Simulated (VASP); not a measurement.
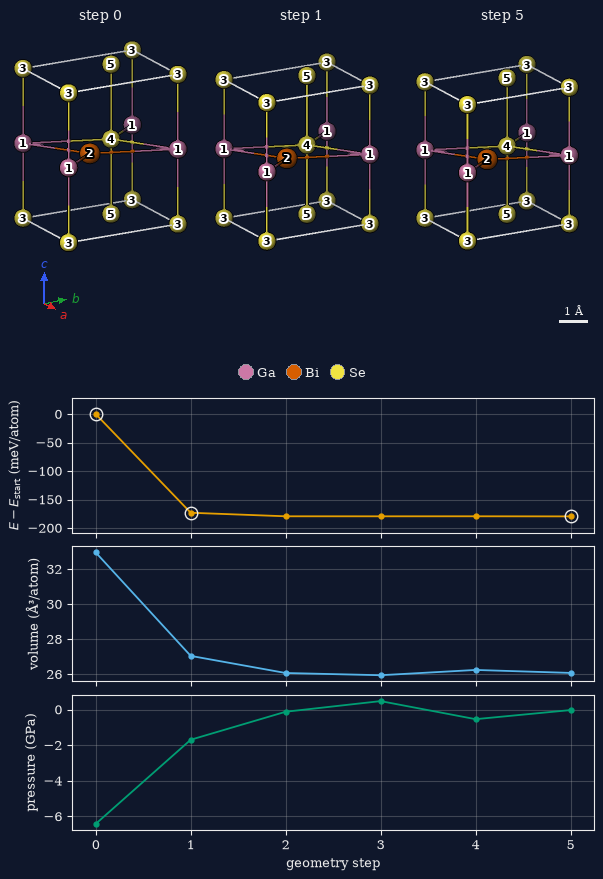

Frames of a relaxation of crystalline GaBiSe3 (a generated structure, set up in P-6m2), marked on the history of the run. The picture is a ball-and-stick view of the cell of the calculation, seen slightly off an axis.

The run lets cell and atoms move.

Method: VASP 6.6.1, Kohn-Sham DFT of a periodic cell, PBE, VASP PAW PBE potentials, recommended.

The input:
```
SYSTEM = GaBiSe3
ALGO = Fast ; EDIFF = 1E-4
EDIFFG = -0.08 ; ENCUT = 520
GGA = PE ; IBRION = 2
ISIF = 3 ; ISMEAR = 0
LASPH = .TRUE. ; LCHARG = .FALSE.
LREAL = .FALSE. ; LWAVE = .FALSE.
NELM = 60 ; NSW = 24
PREC = Normal ; SIGMA = 0.15
```

Run as
```bash
cat potpaw_PBE.64/Ga_d/POTCAR potpaw_PBE.64/Bi_d/POTCAR potpaw_PBE.64/Se/POTCAR > POTCAR
mpirun -np 1 vasp_std > vasp.out
```

Question: Describe the path.

Answer: The energy falls by 180 meV per atom in 5 geometry steps. All forces vanish by symmetry, so only the cell relaxes. Pressure: −6.42 GPa at the start and −0.03 GPa at the end. The atoms keep their places relative to the cell (all moves are under 0.005 Å). The volume changes by −20.9 %, with a = b 5.844 → 5.447 Å (−6.8 %), c 5.570 → 5.073 Å (−8.9 %). Some distances before and after: Ga1–Se3 2.785 → 2.537 Å, Se4–Se5 2.785 → 2.537 Å, Ga1–Bi2 3.374 → 3.145 Å, Ga1–Se4 3.374 → 3.145 Å. The space group stays P-6m2 (No. 187). The volume changes by over a tenth within one run on a fixed set of plane waves, so the end point should be relaxed again from the new cell. It ran on 1 thread of Intel(R) Xeon(R) Platinum 8488C (Sapphire Rapids), with other jobs on the host. From step 0 to 1: volume −17.9 %, energy −173 meV per atom. From step 1 to 5: volume −3.6 %, energy −6.4 meV per atom.

| step | E − E(0), meV/atom | pressure, GPa | volume, Å³/atom |
| --- | --- | --- | --- |
| 0 | 0.00 | -6.42 | 32.950 |
| 1 | -173.26 | -1.70 | 27.045 |
| 2 | -179.47 | -0.12 | 26.068 |
| 3 | -179.50 | 0.47 | 25.941 |
| 4 | -179.46 | -0.54 | 26.242 |
| 5 | -179.63 | -0.03 | 26.073 |
